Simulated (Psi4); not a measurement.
**CH2GeN (SMILES N#[C][GeH2]) at UCCSD/def2-SVPD**

Aim: the energy change on altering one bond length of CH2GeN at UCCSD/def2-SVPD, from 2 runs. 

Program for the calculation: Psi4 1.11.

1 further run of the same task is left out (set aside as unsound or not needed).

### 1 The structure to begin with

CH2GeN has 5 atoms, charge 0, and is taken as a doublet. As SMILES, `N#[C][GeH2]`. Geometry: relaxed at PBE0-D4/def2-TZVP.

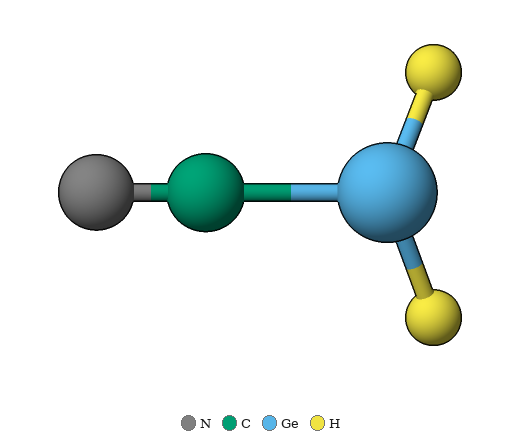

Viewed from a chosen angle; nitrogen grey, carbon teal, germanium blue, hydrogen yellow.

### 2 A single-point energy at UCCSD/def2-SVPD

Contents of run.py:

```python
import psi4

psi4.set_memory(1600000000)
psi4.set_num_threads(1)
psi4.set_output_file('output.dat', False)

mol = psi4.geometry("""
0 2
N      1.590700    -1.029300     1.293200
C      0.838400    -0.535900     0.570400
Ge    -0.315900     0.241400    -0.740100
H     -1.658900    -0.498000    -0.695900
H     -0.404300     1.748400    -0.468900
symmetry c1
no_reorient
no_com
""")

psi4.set_options({
    'basis': 'def2-SVPD',
    'reference': 'uhf',
    'puream': True,
    'e_convergence': 1e-09,
    'd_convergence': 1e-08,
    'scf_type': 'pk',
    'num_frozen_docc': 11,
    'maxiter': 200,
})

energy_value, wavefunction = psi4.energy('ccsd', molecule=mol, return_wfn=True)
print(f'ccsd energy: {energy_value:.10f} Eh')
```

Command:

```
$ python run.py
```

output.dat:

```text
[...]
  Running in c1 symmetry.
[...]
  Nuclear repulsion =  137.584871191227109
[...]
  Multiplicity = 2
[...]
  Nalpha       = 24
  Nbeta        = 23
[...]
    Number of basis functions: 94
[...]
   @UHF iter   1: -2167.39103338483983   -3.70221e+00   2.25293e-02 DIIS/ADIIS
[...]
   @UHF iter  21: -2168.47406140707835   -1.63709e-11   9.94652e-09 DIIS
[...]
   @S^2 Observed:                8.030767607E-01
[...]
    Orbital Energies [Eh]
    ---------------------
    Alpha Occupied:
       1A   -405.252771     2A    -52.177853     3A    -46.281014
       4A    -46.278399     5A    -46.277777     6A    -15.593980
       7A    -11.265298     8A     -7.235463     9A     -5.216968
      10A     -5.211466    11A     -5.208995    12A     -1.687440
      13A     -1.684957    14A     -1.683193    15A     -1.680994
      16A     -1.680770    17A     -1.221690    18A     -0.814812
      19A     -0.618654    20A     -0.549647    21A     -0.533738
      22A     -0.508833    23A     -0.481896    24A     -0.367263
    Alpha Virtual:
      25A      0.063880    26A      0.091601    27A      0.102194
[...]
  @UHF Final Energy: -2168.47406140707835
   => Energetics <=
    Nuclear Repulsion Energy =            137.5848711912271085
    One-Electron Energy =               -3293.6356649335207294
    Two-Electron Energy =                 987.5767323352151834
    Total Energy =                      -2168.4740614070783522
  UHF NO Occupations:
  HONO-2 :   22  A 1.9937604
  HONO-1 :   23  A 1.9820571
[...]
 Multipole Moments:
 ------------------------------------------------------------------------------------
     Multipole            Electronic (a.u.)      Nuclear  (a.u.)        Total (a.u.)
 ------------------------------------------------------------------------------------
 L = 1.  Multiply by 2.5417464519 to convert [e a0] to [Debye]
 Dipole X            :         -8.5356453            7.5462433           -0.9894019
 Dipole Y            :          3.3865757           -2.7312212            0.6553545
 Dipole Z            :         22.3673892          -23.3819593           -1.0145701
 Magnitude           :                                                    1.5613322
[...]
      * MP2 total energy                      = -2168.975610685693482
[...]
      * CCSD total energy                     = -2168.989958517656305
```

On the terminal:

```text
ccsd energy: -2168.9899585177 Eh
```

Run time: 100 s. Hardware: 1 thread of Intel Xeon Platinum 8488C (Sapphire Rapids), shared host; peak memory 0.65 GiB.

### 3 The distorted shape, same level

Contents of ch2gen_ase.py:

```python
import numpy as np
from ase.calculators.psi4 import Psi4
from ase import Atoms

mol = Atoms(['N', 'C', 'Ge', 'H', 'H'], positions=[
    [2.262210, -0.659595, 1.271100],
    [1.509910, -0.166195, 0.548300],
    [0.355610, 0.611105, -0.762200],
    [-1.658900, -0.498000, -0.695900],
    [0.267210, 2.118105, -0.491000],
])
calc = Psi4(atoms=mol, method='ccsd', basis='def2-SVPD', memory='1600MB', num_threads=1, charge=0, multiplicity=2, label='ch2gen', reference='uhf')
calc.psi4.set_options({'puream': True, 'e_convergence': 1e-09, 'd_convergence': 1e-08, 'scf_type': 'pk', 'num_frozen_docc': 11, 'maxiter': 200})
mol.calc = calc

print(f'energy: {mol.get_potential_energy():.6f} eV')
```

Command:

```
$ python ch2gen_ase.py
```

ch2gen.dat:

```text
[...]
  Running in c1 symmetry.
[...]
  Nuclear repulsion =  133.537571264364260
[...]
  Multiplicity = 2
[...]
  Nalpha       = 24
  Nbeta        = 23
[...]
    Number of basis functions: 94
[...]
   @UHF iter   1: -2167.15848915866900   -3.78742e+00   2.27003e-02 ADIIS/DIIS
[...]
   @UHF iter  28: -2168.39076437943459   -5.45697e-12   8.80344e-09 DIIS
[...]
   @S^2 Observed:                8.535833048E-01
[...]
    Orbital Energies [Eh]
    ---------------------
    Alpha Occupied:
       1A   -405.282200     2A    -52.205791     3A    -46.308453
       4A    -46.306697     5A    -46.305568     6A    -15.605501
       7A    -11.276668     8A     -7.263247     9A     -5.243338
      10A     -5.238799    11A     -5.236467    12A     -1.713536
      13A     -1.711233    14A     -1.710232    15A     -1.708617
      16A     -1.707476    17A     -1.232579    18A     -0.813805
      19A     -0.621320    20A     -0.561079    21A     -0.517954
      22A     -0.510549    23A     -0.440501    24A     -0.352990
    Alpha Virtual:
      25A      0.013080    26A      0.078464    27A      0.090048
[...]
  @UHF Final Energy: -2168.39076437943459
   => Energetics <=
    Nuclear Repulsion Energy =            133.5375712643642601
    One-Electron Energy =               -3284.6871204977223897
    Two-Electron Energy =                 982.7587848539232027
    Total Energy =                      -2168.3907643794345859
  UHF NO Occupations:
  HONO-2 :   22  A 1.9842657
  HONO-1 :   23  A 1.9727124
[...]
 Multipole Moments:
 ------------------------------------------------------------------------------------
     Multipole            Electronic (a.u.)      Nuclear  (a.u.)        Total (a.u.)
 ------------------------------------------------------------------------------------
 L = 1.  Multiply by 2.5417464519 to convert [e a0] to [Debye]
 Dipole X            :         -1.3778843            0.8512852           -0.5265991
 Dipole Y            :          2.4461610           -1.5897366            0.8564244
 Dipole Z            :         -4.5585910            3.5882436           -0.9703475
 Magnitude           :                                                    1.3972629
[...]
      * MP2 total energy                      = -2168.895436387168502
[...]
      * CCSD total energy                     = -2168.920054597633680
```

Standard output:

```text
energy: -59019.320862 eV
```

Run time: 2.7 min. Hardware: 1 thread of Intel Xeon Platinum 8488C (Sapphire Rapids), shared host; peak memory 0.65 GiB.

### 4 Results

At UCCSD/def2-SVPD, 11 core orbitals frozen:

| quantity | value |
| --- | --- |
| first shape: total energy | -2168.98996 Eh |
| first shape: HOMO energy (Hartree–Fock orbitals) (highest over α and β) | -9.99 eV |
| first shape: LUMO energy (Hartree–Fock orbitals) (lowest over α and β) | 0.04 eV |
| first shape: correlation energy (11 core orbitals frozen) | -515.9 mEh |
| first shape: ⟨S²⟩ of the reference determinant | 0.803 |
| first shape: T1 diagnostic | 0.028 |
| distorted shape: total energy | -2168.92005 Eh |
| distorted shape: HOMO energy (Hartree–Fock orbitals) (highest over α and β) | -9.61 eV |
| distorted shape: LUMO energy (Hartree–Fock orbitals) (lowest over α and β) | -0.63 eV |
| distorted shape: correlation energy (11 core orbitals frozen) | -529.3 mEh |
| distorted shape: ⟨S²⟩ of the reference determinant | 0.854 |
| distorted shape: T1 diagnostic | 0.048 |
| energy change with the Ge3–H4 bond stretched from 1.534 to 2.301 Å | 1.902 eV |

What this shows: With the Ge3–H4 bond stretched from 1.534 to 2.301 Å the energy rises by 1.90 eV (44 kcal/mol). The first shape isn't relaxed at this level, so the change isn't measured from a minimum. ⟨S²⟩ (distorted shape) is 0.85 where a pure doublet has 0.75: the reference is spin-contaminated. The T1 diagnostic (distorted shape) of 0.048 is above the customary mark for such species, so a single reference may not serve.
